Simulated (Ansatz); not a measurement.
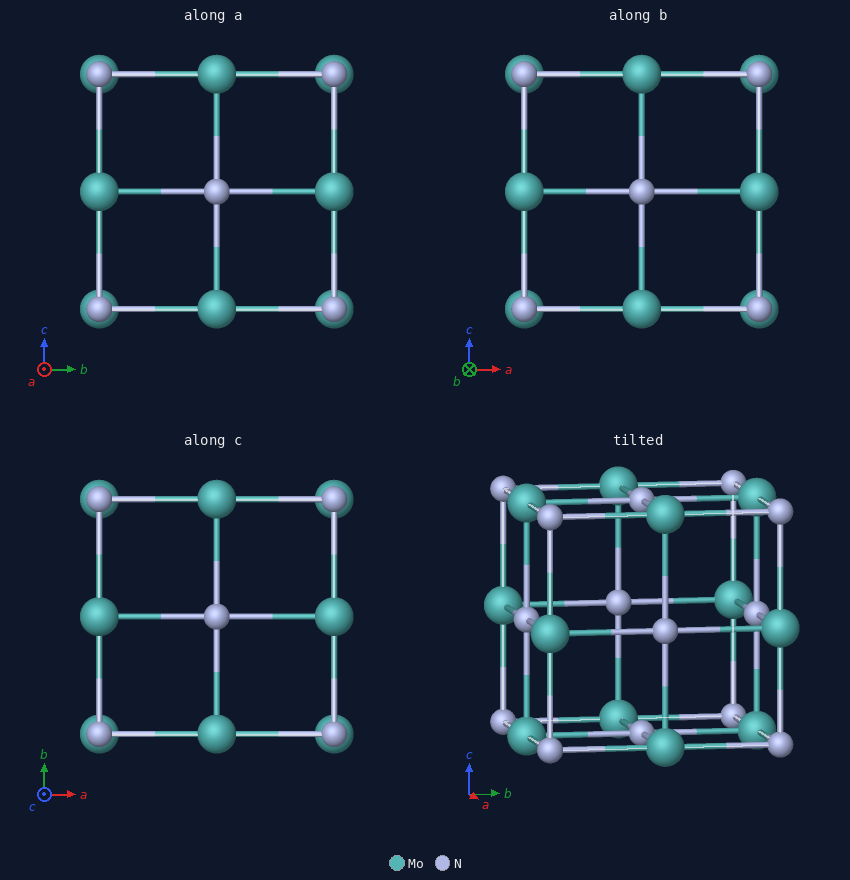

This ball-and-stick model is shown along the a axis, along the b axis, along the c axis and slightly off an axis. Thin lines show the conventional unit cell, with boundary atoms drawn in all their periodic places.

Lattice parameters: a = 4.166 Å, b = 4.166 Å, c = 4.166 Å, α = 90.00°, β = 90.00°, γ = 90.00°. Put a along x and b in the xy plane.

Q: From the views, write a POSCAR file.

A:
```
Mo N
1.0
     4.166    0.000    0.000
     0.000    4.166    0.000
     0.000    0.000    4.166
Mo N
3 4
Direct
  0.0000 0.0000 0.5000
  0.5000 0.0000 0.0000
  0.0000 0.5000 0.0000
  0.0000 0.0000 0.0000
  0.0000 0.5000 0.5000
  0.5000 0.0000 0.5000
  0.5000 0.5000 0.0000
```

The model was built from a structure type filled with these elements by a generator (whether the compound takes this form wasn't checked). Cell shown after relaxation with Ansatz 0.2.0, DFT PBEsol, scalar-relativistic, plane waves, PAW.
